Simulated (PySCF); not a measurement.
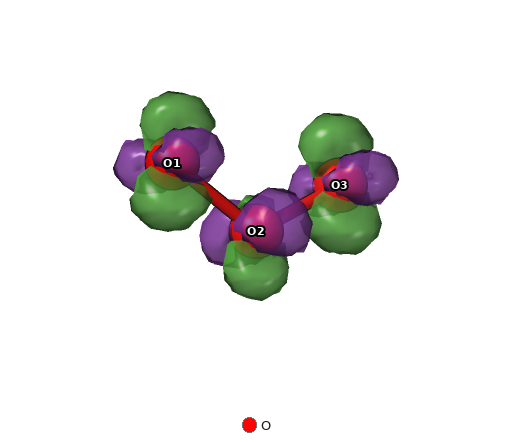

Figure. O$_{3}$, SMILES `O=[O+][O-]`. Unrelaxed difference density of S₁ less the ground state (full linear response singlet states), ±0.15 e/Å³; purple: gain, green: loss.

PySCF calculation, CAM-B3LYP/def2-TZVP, gas phase; geometry: GFN2-xTB. No frequency check shows the geometry to be a minimum. Without diffuse functions Rydberg states are missing, so the states' numbers hold for this basis only.

Q: How does the charge move on excitation?

A: 0.66 e is displaced in all, of which about 0.1 e passes between atoms: O1 and O3 (0.06 e each) lose electrons and O2 (0.12 e) gains them. The state: 2.12 eV (585 nm), f = 0.000 (dark); the leading pair carries 100 %; hole on O1 and O3 (38 % each) and O2 (23 %), electron on O2 (35 %) and O1 and O3 (33 % each); their centroids lie 0.1 Å apart.
